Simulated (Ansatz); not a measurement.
```xyz
9

C    -1.4389    0.0872   -0.2307
C    -0.6864    0.3091   -1.5341
Ge   -1.8007    0.7685   -3.1257
H    -2.1669   -0.7356   -0.3172
H    -2.0066    0.9832    0.0680
H    -0.7634   -0.1629    0.6039
H    -0.0909   -0.5799   -1.8204
H     0.0669    1.1158   -1.4407
H    -0.5269    0.8675   -4.0909
```

Geometry: PBE0-D4/def2-SVP.

Method: isolated molecule in a Gaussian basis; Kohn-Sham density functional theory, functional PBE0 in Ansatz 0.2.0.

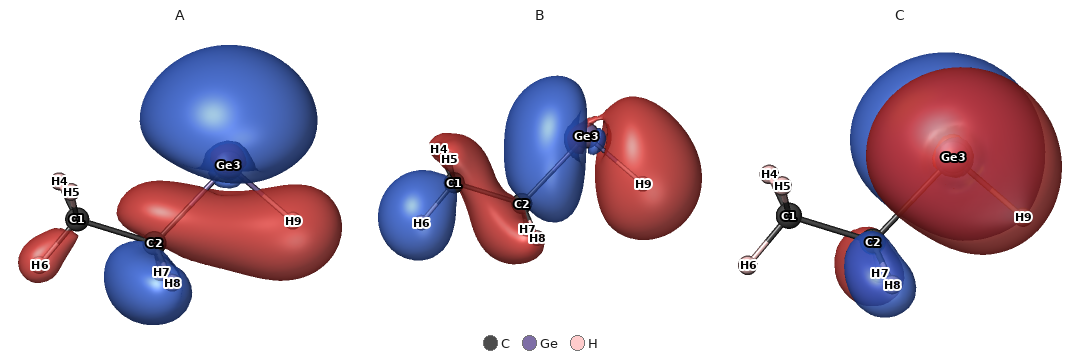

C₂H₆Ge (SMILES C[CH2][GeH]). Three frontier orbitals at ±0.08 Å⁻³ᐟ² (blue and red are the two phases), in no order.

Question: Which picture is the HOMO−1, the HOMO and the LUMO?

Answer: B is the HOMO−1 (−8.06 eV). Its weight (Hirshfeld) is mainly on Ge3 (about 35 %), H9 (about 25 %), C2 (about 20 %) and C1 (about 10 %). A is the HOMO (−6.31 eV). By Hirshfeld shares it lies mainly on Ge3 (about 65 %), C2 (about 15 %) and H9 (about 10 %). C is the LUMO (−2.56 eV). It lies mainly on Ge3 (about 85 %).

Question: What is the HOMO–LUMO gap?

Answer: 3.75 eV between the orbital energies.
